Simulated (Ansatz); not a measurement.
BrH4HfNO2···HF

Input

```
crystal:
  periodic: [false, false, false]
  atoms:
    - { symbol: Hf, position_ang: [0.0, 0.0, 0.0] }
    - { symbol: F, position_ang: [0.0, 0.0, 2.33] }
    - { symbol: "N", position_ang: [2.084, 0.0, -0.7359] }
    - { symbol: H, position_ang: [2.5823, -0.918, -0.9166] }
    - { symbol: H, position_ang: [2.5853, 0.918, -0.9082] }
    - { symbol: O, position_ang: [-0.975, 1.6891, -0.6893] }
    - { symbol: H, position_ang: [-1.9328, 1.4584, -0.9117] }
    - { symbol: O, position_ang: [-0.975, -1.6891, -0.6893] }
    - { symbol: H, position_ang: [-1.4296, -2.1548, 0.0831] }
    - { symbol: Br, position_ang: [1.5658, -2.3777, 0.946] }
    - { symbol: H, position_ang: [0.7081, -1.0753, 2.203] }
basis:
  gaussian: { orbitals: def2-SVP }
hamiltonian:
  xc: pbe
relax:
  f_tol: 0.15
  max_steps: 25
  restrain:
    - { distance: [0, 9], at: 2.7, k: 30.0 }
    - { distance: [10, 1], at: 0.92, k: 30.0 }
    - { distance: [0, 1], at: 3.18, k: 30.0 }
    - { distance: [10, 9], at: 2.75, k: 30.0 }
output:
  orbitals: {}
```

Command:

```sh
ansatz run input.yaml --threads 4 --pin off --max-ram 5120MiB --backend cpu --events-out ev --progress --plain --runs-dir out
```

The fields are those of the run's last geometry, not of the input's.

Core potentials replace the inner electrons of Hf; not at a stationary point (largest force 0.7 eV/Å).

These are results of RKS PBE/def2-SVP in Ansatz, not measurements.

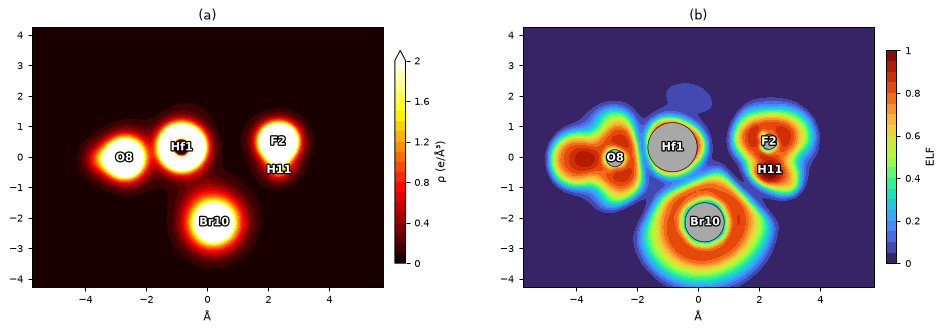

Figure 1. (a) electron density; (b) electron localisation function on the plane of atoms O8, Hf1 and Br10. Grey discs cover the atomic cores in the ELF map.

Describe what can be read from this map.

Answer. The plane passes through Hf, F, O, Br and H nuclei. Hf1···F2 (3.18 Å): the density falls to about 0.04 e/Å³ on the way; the ELF dips to about 0 between them. Hf–O (1.92 Å): the density is about 0.86 e/Å³ at the midpoint; the ELF peaks at about 0.80 in the valence shell of O, 0.5 Å from its nucleus, and drops to about 0.20 between the two atoms. Hf–Br (2.68 Å): ρ at the midpoint is about 0.38 e/Å³; the ELF peaks at about 0.80 in the valence shell of Br, 1.0 Å from its nucleus, and is about 0.45 at the midpoint. F–H (0.93 Å): ρ at the midpoint is about 4.5 e/Å³; the ELF climbs to about 1 towards the hydrogen, as it does in any bond to H (an ordinary covalent bond to hydrogen). The ELF also peaks beside F2, away from the bonds: lone-pair regions.

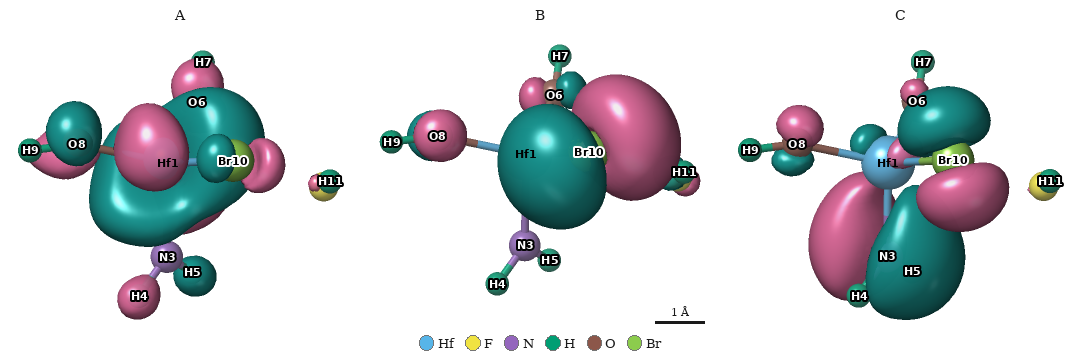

Figure 2. Three frontier orbitals at ±0.1 Å⁻³ᐟ² (teal and pink are the two phases), in no order.

Which picture is the HOMO−1, the HOMO and the LUMO?

Answer. B is the HOMO−1 (−6.52 eV). By Hirshfeld shares it lies mainly on Br10 (about 85 %); largely a lone pair of Br10. C is the HOMO (−5.91 eV). It lies mainly on N3 (about 60 %), Br10 (about 20 %) and Hf1 (about 10 %). A is the LUMO (−0.95 eV). Its weight (Hirshfeld) is mainly on Hf1 (about 70 %), O8 (about 10 %), Br10 (about 5 %) and O6 (about 5 %).

What is the HOMO–LUMO gap?

Answer. 4.96 eV between the orbital energies.

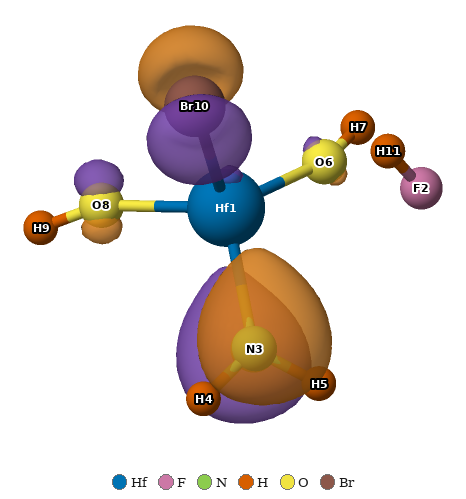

Figure 3. One frontier orbital at ±0.15 Å⁻³ᐟ² (orange and purple are the two phases), seen at a tilt.

Which orbital is it: HOMO or LUMO?

Answer. The HOMO, at −5.91 eV. It lies mainly on N3 (about 60 %), Br10 (about 20 %) and Hf1 (about 10 %).
